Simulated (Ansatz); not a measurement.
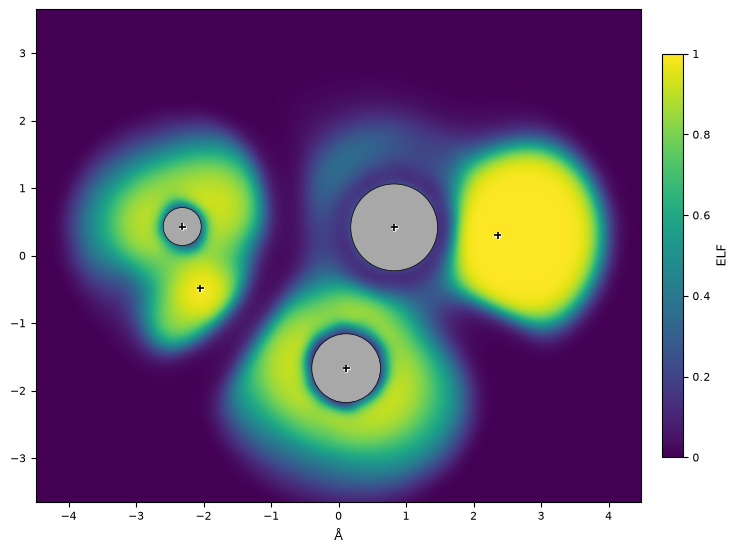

The electron localisation function on a plane through atoms (crosses mark nuclei in the plane; grey discs cover the cores).

The calculation used RKS B3LYP-D4/def2-SVP in Ansatz.

Candidates:
A. ClFH₃InO₂
B. ClGeH₃···H₂O

### Which candidate gave the map?

Candidate B: ClGeH₃···H₂O on the plane of atoms Cl3, Ge1 and H5, which holds Ge, Cl, H and O. Cl3···H7 (2.48 Å): the ELF dips to about 0.05 between them; by its geometry a hydrogen bond between the two molecules, with no shared pair. Ge–Cl (2.20 Å): the ELF peaks at about 0.85 in the valence shell of Cl, 0.9 Å from its nucleus, and is about 0.65 at the midpoint.
